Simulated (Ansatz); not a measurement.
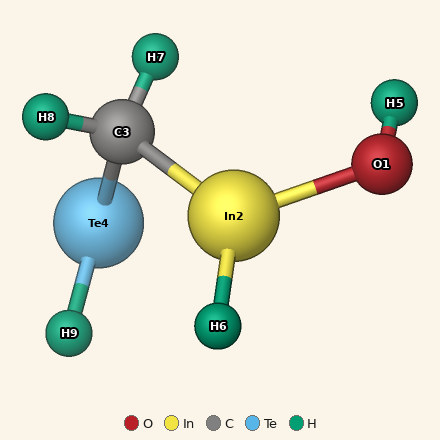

The system is CH5InOTe, SMILES [OH][InH][CH2][TeH]; the picture shows the reference structure. First axis: dihedral In2–C3–Te4–H9. Second axis: dihedral H5–O1–In2–C3. Nothing is relaxed (all other coordinates rigid). Grid: 8 × 8 points. Energies: kJ/mol, counted from the relaxed molecule at the same level. The calculation used Ansatz, RKS CAM-B3LYP-D4/def2-SVP.

Its coordinates:

```xyz
9

O    -1.4956   -0.3933    2.0923
In   -1.0100   -0.5164    0.1592
C     0.4582    0.8888   -0.5629
Te    2.3622   -0.1566   -0.6733
H    -1.0604    0.3130    2.5837
H    -1.7893   -1.8092   -0.6433
H     0.6202    1.6923    0.1683
H     0.2393    1.3367   -1.5389
H     1.7638   -1.4017   -1.6023
```

Range: dihedral In2–C3–Te4–H9 from −180 to 135°; dihedral H5–O1–In2–C3 from −180 to 135°.

Question: What landscape does the calculation give?

Answer: The lowest grid point is at dihedral In2–C3–Te4–H9 = 45°, dihedral H5–O1–In2–C3 = 0°, 0.15 kJ/mol from the relaxed molecule at the same level. Higher local minima lie near dihedral In2–C3–Te4–H9 = 45°, dihedral H5–O1–In2–C3 = −180° (1.6 kJ/mol above the lowest at that grid point); dihedral In2–C3–Te4–H9 = −45°, dihedral H5–O1–In2–C3 = −180° (4.5 kJ/mol above the lowest at that grid point). The highest grid point, dihedral In2–C3–Te4–H9 = −180°, dihedral H5–O1–In2–C3 = 90°, lies 26.2 kJ/mol above the lowest. On the interpolated surface the easiest way out of the lowest well to its copy in the next cell or period passes a barrier of about 8.9 kJ/mol. Round the minimum the two coordinates are weakly coupled (coupling −0.05 in units of the two stiffnesses).

| dihedral H5–O1–In2–C3 ↓, dihedral In2–C3–Te4–H9 → | −180 | −135 | −90 | −45 | 0 | 45 | 90 | 135 |
| --- | --- | --- | --- | --- | --- | --- | --- | --- |
| 135 | 19.2 | 17.2 | 14.5 | 14.4 | 15.1 | 11.4 | 13.3 | 19.6 |
| 90 | 26.4 | 23.7 | 20.6 | 20.6 | 21.5 | 17.8 | 19.4 | 26.3 |
| 45 | 15.6 | 13.6 | 10.7 | 10.1 | 10.5 | 7.6 | 9.5 | 15.7 |
| 0 | 7.6 | 6.2 | 4.3 | 3.6 | 2.9 | 0.2 | 3.1 | 8.9 |
| −45 | 16.5 | 14.0 | 12.4 | 12.5 | 11.7 | 7.8 | 11.2 | 18.1 |
| −90 | 25.2 | 21.3 | 18.2 | 19.2 | 19.5 | 14.7 | 17.0 | 25.1 |
| −135 | 16.4 | 13.2 | 9.5 | 10.1 | 11.1 | 6.7 | 8.2 | 15.5 |
| −180 | 9.8 | 7.8 | 4.8 | 4.7 | 5.5 | 1.8 | 3.5 | 9.6 |

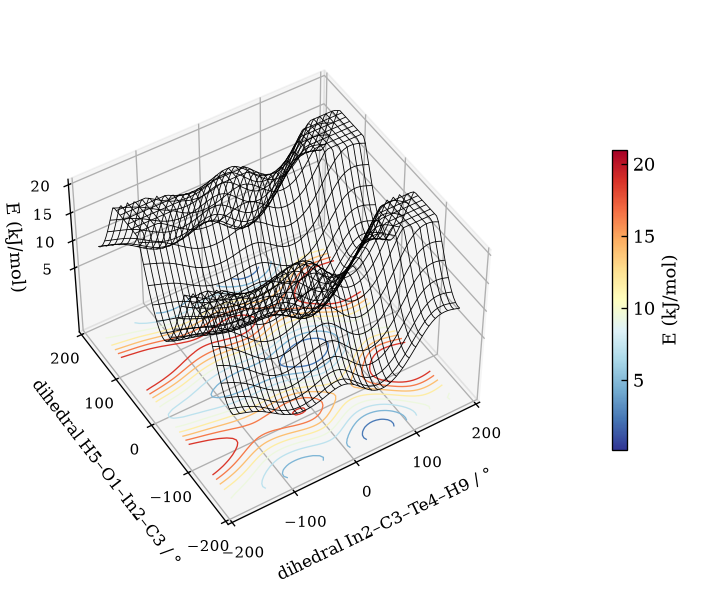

In the figure: a relief with its contours projected below, any walls above the top of the colour scale cut off. Between grid points the surface is interpolated.

Time for the 64 points that were run: 9 min on 1 thread of Arm Neoverse V2, with other jobs on the host.
